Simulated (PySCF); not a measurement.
**C2H4F2O: density, localisation and related maps**

Input

```
{"job": {"xc": "PBE0", "basis": "pcSseg-1", "kind": "nmr", "pop": true}, "charge": 0, "multiplicity": 1}
O     -1.540585    -0.396231     0.218519
C     -0.510325     0.453867    -0.175666
C      0.819883    -0.260980    -0.172506
F      1.803965     0.588756    -0.527267
F      1.072923    -0.699164     1.089882
H     -1.343048    -0.694154     1.114074
H     -0.723192     0.802261    -1.197497
H     -0.403328     1.350158     0.467816
H      0.837268    -1.138519    -0.842535
```

Launched as:

```sh
OMP_NUM_THREADS=1 python ens_run.py task.json out
```

Geometry: PBE0-D3(BJ)/def2-SVP.

The calculation used PBE0/pcSseg-1, SCF density, gas phase, non-relativistic (PySCF 2.14.0).

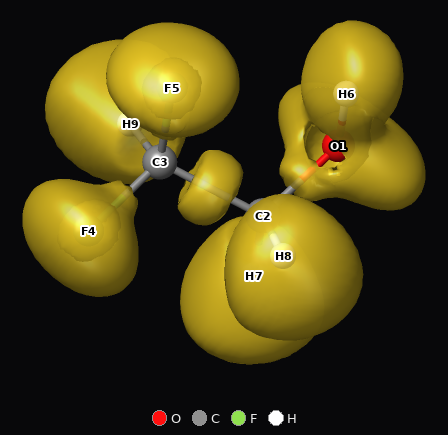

Figure 1. Isosurface of the ELF at 0.75 (yellow), seen at a tilt. Only the valence region is drawn (cores and ρ < 0.01 e/Å³ removed).

Where are the electrons localised?

The surface consists of one region between bonded C–C atoms (shared pairs), three regions around hydrogen nuclei, two regions on F in which the atom's valence shell and bonds are merged and one joined region spread over several atoms (H, O), in which their bonds and any lone pairs are merged. Profiles from the grid: C–F (1.35 Å): the ELF peaks at about 0.85 between the atoms: a shared but strongly polarised pair. C–O (1.39 Å): the ELF peaks at about 0.90 between the atoms, as expected for a polar covalent bond.

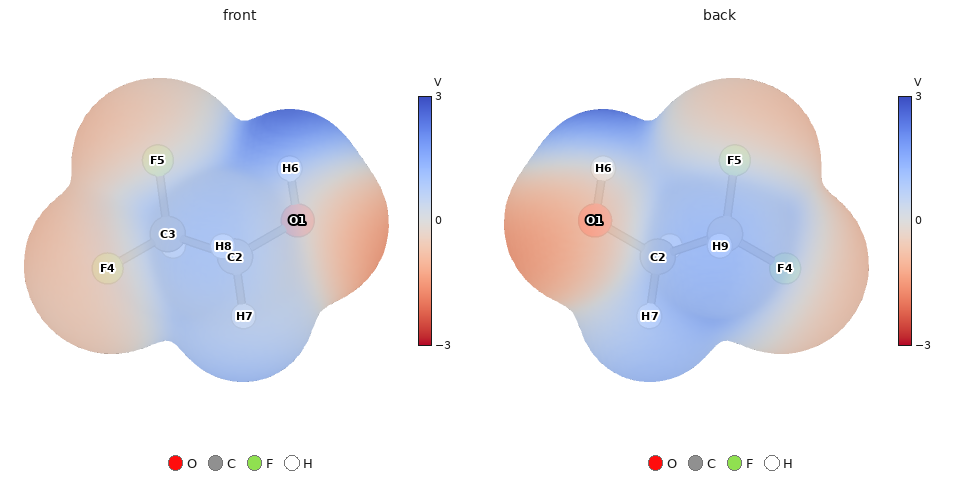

Figure 2. The electrostatic potential painted on the density surface at 0.002 e/bohr³, seen from the front and from behind; the colour scale runs from red (negative) to blue (positive).

Describe the electrostatic potential map.

The most negative region (about −1.4 V) lies over O1, the most positive (about +2.3 V) over H6. O1 is the likeliest acceptor of a hydrogen bond.

What dipole moment does the calculation give?

Its dipole moment is 0.41 D.

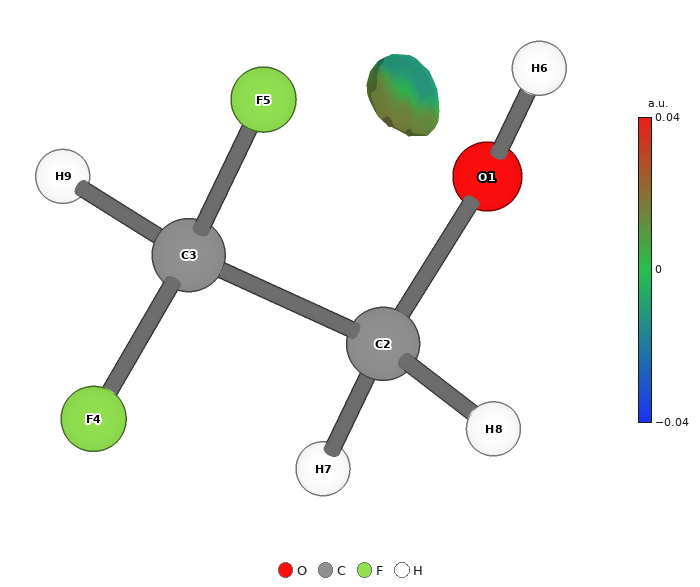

Figure 3. Non-covalent interaction (NCI) plot: the surface where the reduced density gradient is 0.5, for densities under 0.05 a.u., coloured by sign(λ₂)ρ; seen at a tilt.

Identify the weak interactions.

H6···F5 (2.4 Å): a hydrogen bond (blue, attractive).
